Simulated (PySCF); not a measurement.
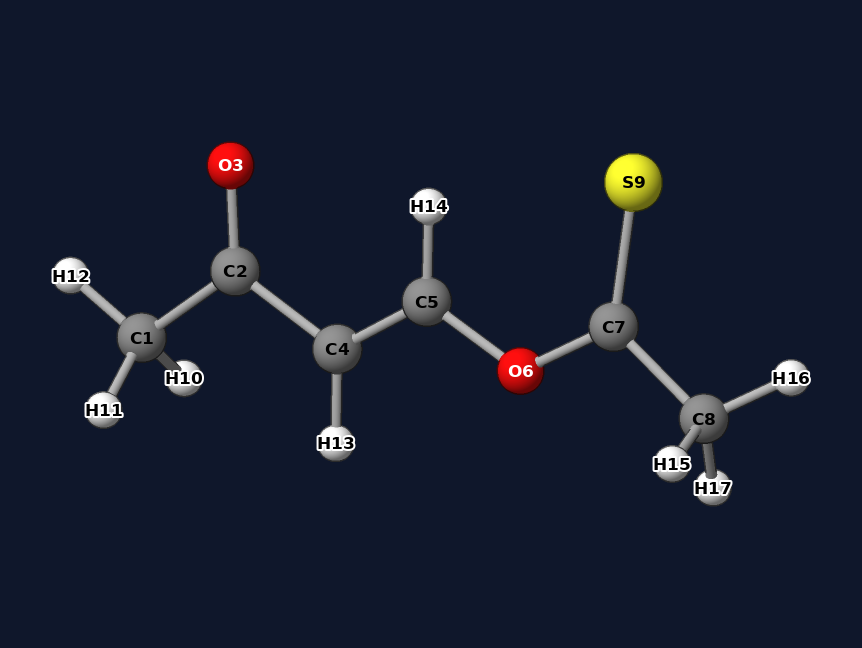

The questions are on Mulliken spin populations. Charge +1, doublet. The geometry was computed by an optimisation with GFN2-xTB. No frequency run is at hand to confirm it as a minimum. Method: UKS B3LYP, pcH-1 on C H O S, non-relativistic (PySCF 2.14.0).

**Which atom carries the largest spin population?**

S9 (0.72 e).

**Which atom has the lowest spin population?**

C7 (−0.05 e); a negative value comes from spin polarisation.

Give the Mulliken spin populations atom by atom.

| atom | value (e) |
| --- | --- |
| C1 | 0.04 |
| C2 | −0.02 |
| O3 | 0.23 |
| C4 | 0.04 |
| C5 | 0.00 |
| O6 | 0.01 |
| C7 | −0.05 |
| C8 | 0.03 |
| S9 | 0.72 |
| H10 | 0.00 |
| H11 | 0.00 |
| H12 | 0.00 |
| H13 | 0.01 |
| H14 | −0.01 |
| H15 | 0.00 |
| H16 | 0.00 |
| H17 | 0.01 |

The run warned: orbitally degenerate or nearly so: second-order g, spin-orbit hyperfine and D do not apply.

Mulliken values depend strongly on the basis set.
